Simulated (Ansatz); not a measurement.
# A computed series for WSi2: response to strain

Consider WSi2 (space group I4/mmm, No. 139; a = 3.229 Å, c = 7.870 Å; relaxed with 0.1 eV smearing). Axes: x, y, z lie along a, b, c of the conventional cell.

Strains are applied to the cell and any free atomic positions relax.

Level of theory: plane-wave PAW DFT at the PBE level (Ansatz, a first-principles code, 420 eV), without spin-orbit coupling.

Notes on the quantities. energy relative to the base: free energy F.

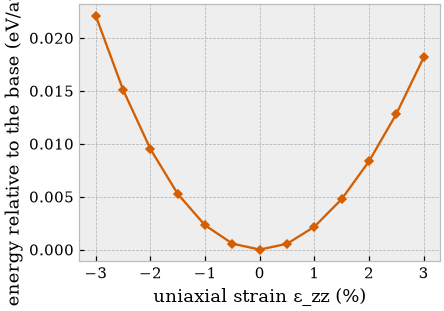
Energy relative to the base against uniaxial strain ε_zz

Question: From the plot, what is the energy relative to the base for uniaxial strain ε_zz = +2.00 %?

Answer: About 0.008 eV/atom.

Question: Is the trend monotonic over the range shown?

Answer: No, it turns within the range, spanning 0 meV/atom to +22 meV/atom.

Whether these cells are dynamically stable was not tested. The final runs are not spin-polarised.
